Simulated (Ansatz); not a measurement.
**FGeHOSi: density, localisation and related maps**

Input

```
crystal:
  periodic: [false, false, false]
  atoms:
    - {symbol: F, position_ang: [2.404308, -0.774400, -0.937353]}
    - {symbol: Ge, position_ang: [-1.484830, 0.019266, -0.698335]}
    - {symbol: O, position_ang: [0.231659, 0.371155, -0.304443]}
    - {symbol: Si, position_ang: [1.861336, 0.597200, -0.220770]}
    - {symbol: H, position_ang: [-1.782903, -0.713841, 0.701691]}
basis:
  gaussian:
    orbitals: def2-TZVPD
hamiltonian:
  xc: {name: PBE0}
output: {forces: true, orbitals: {seedname: orbitals}}
```

Launched as:

```sh
ansatz run input.yaml --threads 1 --pin off --max-ram 2610MiB --events-out events.jsonl --progress --plain --runs-dir runs
```

Geometry: PBE0-D3(BJ)/def2-SVP.

Method: isolated molecule in a Gaussian basis; Kohn-Sham density functional theory, functional PBE0 in Ansatz 0.2.0.

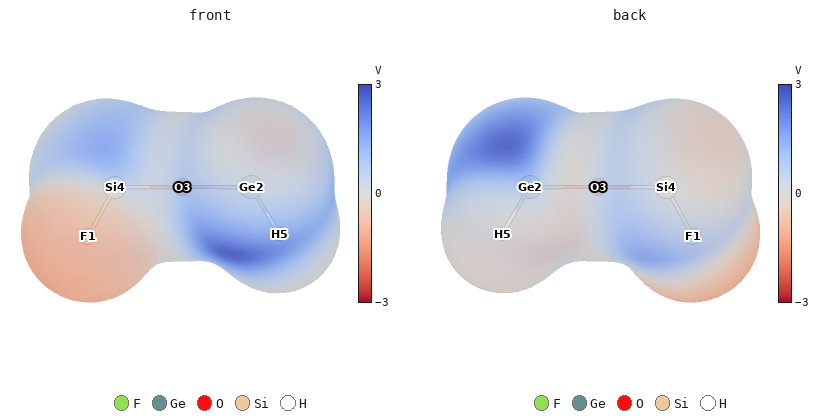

Figure 1. The molecular electrostatic potential painted on the density surface at 0.002 e/bohr³, seen from the front and from behind; the colour scale runs from red (negative) to blue (positive).

**Where is the surface potential most negative and most positive?**

The most negative region (about −1.1 V, or −25 kcal/mol for a unit charge) lies over F1, the most positive (about +2.6 V, or +60 kcal/mol for a unit charge) over Ge2.

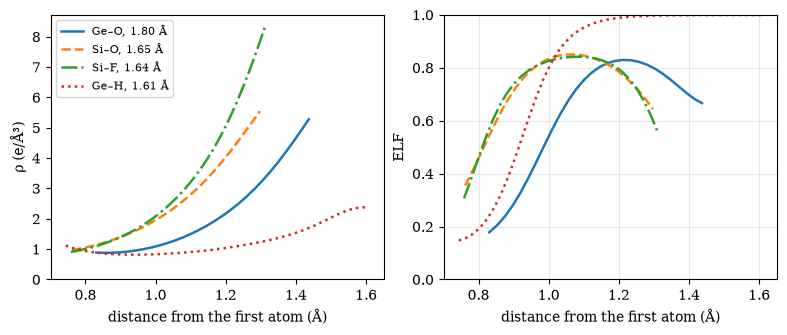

Figure 2. Total electron density and electron localisation function along straight lines between neighbouring atoms. The curves leave out the atomic cores.

**What can be read from the curves?**

Ge–O (1.80 Å): ρ at the midpoint is about 0.9 e/Å³; the ELF peaks at about 0.85 in the valence shell of O, 0.6 Å from its nucleus, and is about 0.30 at the midpoint.
Si–O (1.65 Å): ρ is about 1.1 e/Å³ halfway; the ELF peaks at about 0.85 between the atoms, as expected for a shared but strongly polarised pair.
Si–F (1.64 Å): ρ at the midpoint is about 1.1 e/Å³; the ELF peaks at about 0.85 in the valence shell of F, 0.6 Å from its nucleus, and is about 0.55 at the midpoint.
Ge–H (1.61 Å): ρ is about 0.93 e/Å³ halfway; the ELF climbs to about 1 towards the hydrogen.

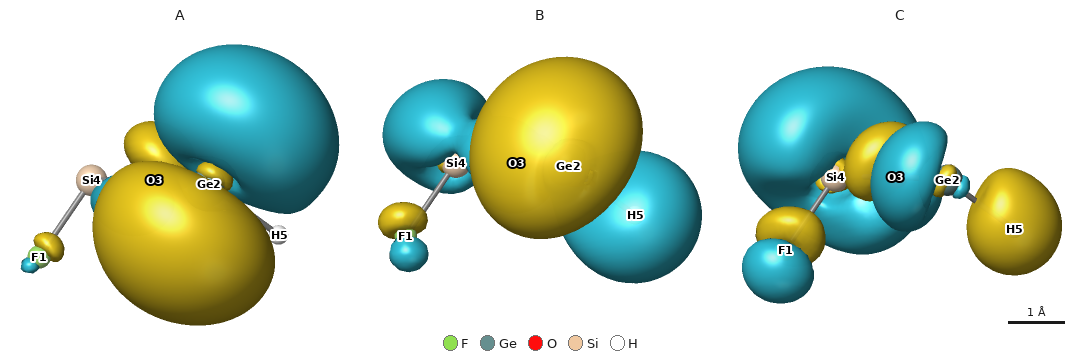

Figure 3. Three frontier orbitals at ±0.08 Å⁻³ᐟ² (yellow and cyan are the two phases), in no order.

**Order the three orbitals by energy and name them.**

C is the HOMO−1 (−7.68 eV). It lies mainly on Si4 (about 65 %), O3 (about 10 %), F1 (about 10 %) and Ge2 (about 10 %). B is the HOMO (−7.06 eV). By Hirshfeld shares it lies mainly on Ge2 (about 60 %), H5 (about 20 %), Si4 (about 10 %) and O3 (about 10 %). A is the LUMO (−2.76 eV). By Hirshfeld shares it lies mainly on Ge2 (about 85 %) and O3 (about 5 %).

**What is the HOMO–LUMO gap?**

4.30 eV between the orbital energies.
